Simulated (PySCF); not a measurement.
Input

```
{"job": {"kind": "uv", "xc": "CAM-B3LYP", "basis": "def2-SVPD", "ip": true}, "charge": 0, "multiplicity": 1}
F      1.617246     2.103218     0.228779
C      0.566821     1.939823    -0.589296
F      1.020748     1.773327    -1.845105
C     -0.262381     0.743178    -0.178033
C     -1.645449     0.876564    -0.105444
C     -2.420920    -0.231880     0.225163
C     -1.778788    -1.438532     0.471623
C     -0.390754    -1.486800     0.380014
N      0.351516    -0.422231     0.065296
Ga     2.513837    -0.840088     0.158142
H     -0.044465     2.859157    -0.559858
H     -2.107579     1.844553    -0.309092
H     -3.508394    -0.150960     0.288102
H     -2.335188    -2.339860     0.733411
H      0.167885    -2.409823     0.558574
H      2.294360    -2.413204     0.047006
H      3.093120    -0.098565    -1.100995
H      2.812065    -0.290956     1.609452
```

Run with:

```sh
OMP_NUM_THREADS=1 python probes_run.py task.json out
```

Geometry: PBE0-D3(BJ)/def2-SVP.

Theory: CAM-B3LYP/def2-SVPD, SCF density, gas phase in PySCF 2.14.0.

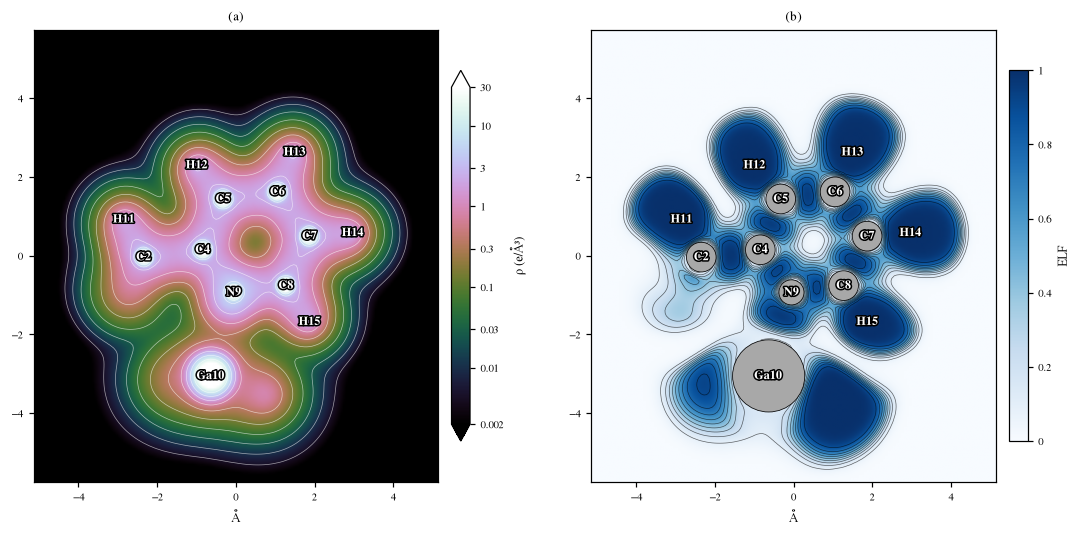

C6H8F2GaN. (a) electron density; (b) ELF on the plane of atoms C7, C6 and H13. Grey discs cover the atomic cores in the ELF map.

Describe what can be read from this map.

The plane passes through C, N, Ga and H nuclei.
C–N (1.34 Å): the density is about 2.5 e/Å³ at the midpoint; the ELF peaks at about 0.90 between the atoms, as expected for a covalent bond.
C–C (1.39 Å): the density is about 2.1 e/Å³ at the midpoint; the ELF peaks at about 0.95 between the atoms (a covalent bond).
Ga–N (2.20 Å): the density is about 0.39 e/Å³ at the midpoint; the ELF peaks at about 0.95 in the valence shell of N, 0.7 Å from its nucleus, and is about 0.25 at the midpoint.
C–H (1.09 Å): the density is about 2 e/Å³ at the midpoint; the ELF climbs to about 1 towards the hydrogen, as it does in any bond to H: an ordinary covalent bond to hydrogen.
C–C (1.51 Å): ρ is about 1.8 e/Å³ halfway; the ELF peaks at about 1 between the atoms; a shared electron pair.
